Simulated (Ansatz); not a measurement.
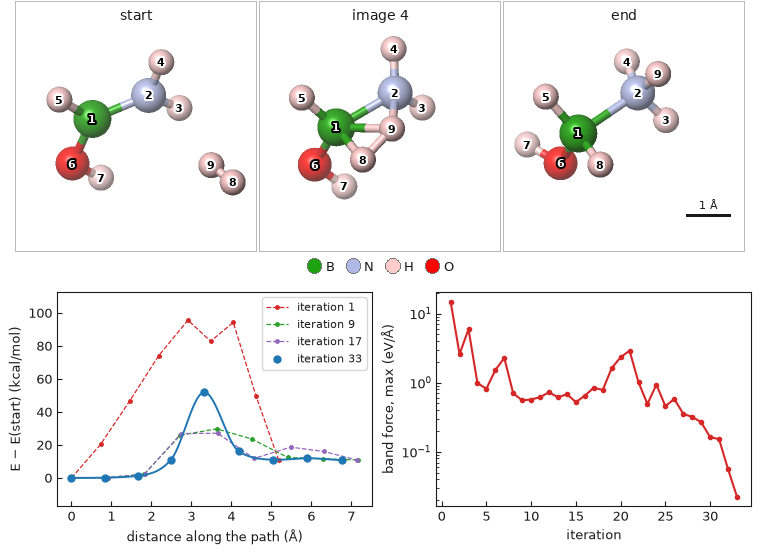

NEB run on BNH$_{6}$O, made up at the start of BNH₄O and H2. Images are numbered from 0 (start) to 8 (end). The plot follows the band through its iterations. Style: ball-and-stick. Shown at a tilt.

These are results of Ansatz 0.2.0, RKS B3LYP-D4/6-31G*, not measurements. Run with 7 movable images; climbing image; force threshold 0.05 eV/Å; iteration limit 60; starting path through a guess of the saddle point.

> Judge this run.

The run is converged, with reservations. The band converged in 33 iterations. The largest component of the band force went from 15 to 0.023 eV/Å. The climbing image converged on the top of the path. Its vibrational analysis gives one imaginary mode (1588i cm⁻¹), as a transition state must have. The first iteration put the highest image at 95.6 kcal/mol. The highest point, image 4, lies 52.0 kcal/mol above the start and 41.1 kcal/mol above the end; the end is at +10.8 kcal/mol relative to the start.

Limits of the set-up: the start holds two separate molecules, 2.8 Å apart at their closest, whose relative position is a soft coordinate.

The run took 2.7 min on 1 thread of AMD EPYC 9R45 96-Core Processor (Zen 5), with other jobs on the host, peak memory 0.13 GiB.
